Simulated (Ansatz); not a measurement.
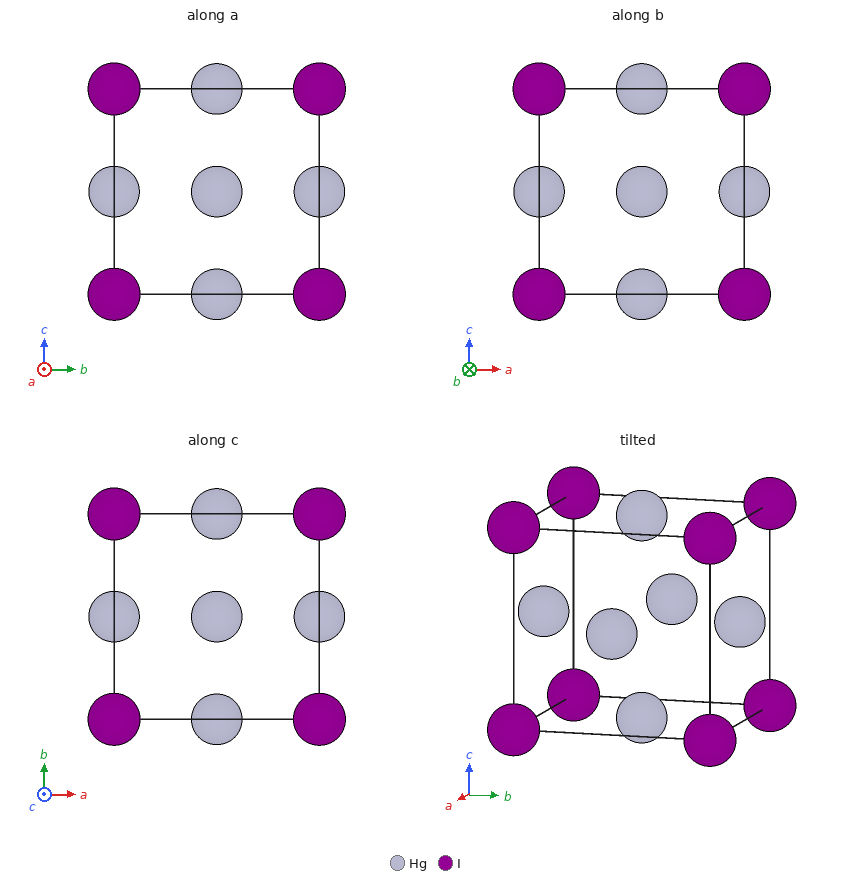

Spheres-only drawing of the structure, looking along the a axis, along the b axis, along the c axis and slightly off an axis. The wireframe shows the conventional unit cell.

Lattice parameters: a = 5.0500 Å, b = 5.0500 Å, c = 5.0500 Å, α = 90.000°, β = 90.000°, γ = 90.000°.

Question: Set out the cell and atoms as a CIF with its space group and independent sites.

Answer:
```cif
data_structure
_symmetry_space_group_name_H-M 'P m -3 m'
_symmetry_Int_Tables_number 221
_cell_length_a 5.0500
_cell_length_b 5.0500
_cell_length_c 5.0500
_cell_angle_alpha 90.000
_cell_angle_beta 90.000
_cell_angle_gamma 90.000
_cell_volume 128.78
loop_
_atom_site_label
_atom_site_type_symbol
_atom_site_symmetry_multiplicity
_atom_site_Wyckoff_symbol
_atom_site_fract_x
_atom_site_fract_y
_atom_site_fract_z
_atom_site_occupancy
Hg1 Hg 3 c 0.0000 0.5000 0.5000 1
I1 I 1 a 0.0000 0.0000 0.0000 1
```

Origin of the cell: a structure type filled with these elements by a generator (whether the compound takes this form wasn't checked). The geometry was optimised with DFT PBE, scalar-relativistic, plane waves, PAW (Ansatz 0.2.0).
